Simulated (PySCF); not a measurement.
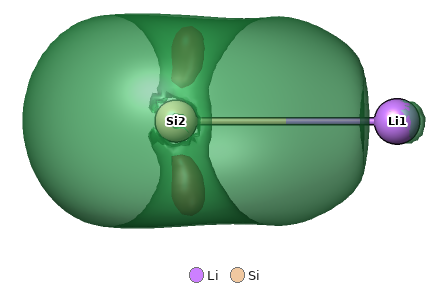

LiSi (charge +1, triplet). Isosurfaces of the spin density (α minus β) at +0.015 (green) and −0.015 e/Å³ (red), seen from one side.

Level of theory: PBE0/def2-TZVP, non-relativistic Hamiltonian with scalar-relativistic core potentials where named, at a bond length of 2.751 Å in PySCF 2.14.0.

### Where is the unpaired spin?

The unpaired spin (2 electrons) lies mostly on Si2 (about 1.8) and Li1 (about 0.2), in electrons by Hirshfeld's partition.
